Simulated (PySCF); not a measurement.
MgS⁺, doublet (excess alpha electrons: πx +1). BP86/pcseg-2 with PySCF 2.14.0, UKS. One reference determinant with the occupation held, the lowest that a PBE0 search over spins and occupations found; no spin-orbit coupling. Zero is the separated fragments in their ground configurations, without counterpoise. The fragments are Mg⁺ + S. 2 further points of the run are not drawn. Horizontal lines: vibrational levels from ωe and ωexe, starting at v = 0.

### What bond curve does the calculation give?

re = 2.266 Å, ωe = 454 cm⁻¹, ωexe = 2.2 cm⁻¹, De = 2.08 eV.
```csv
r (Å),E (eV)
1.936,−1.16
2.026,−1.66
2.116,−1.93
2.184,−2.04
2.251,−2.08
2.319,−2.06
2.409,−1.99
2.521,−1.84
2.656,−1.60
2.836,−1.26
```

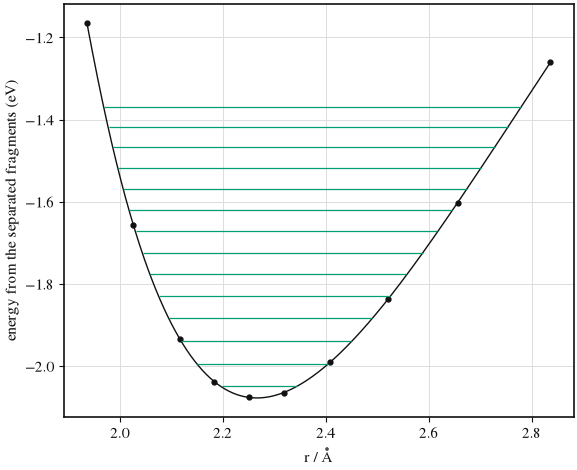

Note: lowest determinant of a PBE0 search, another state may lie lower.
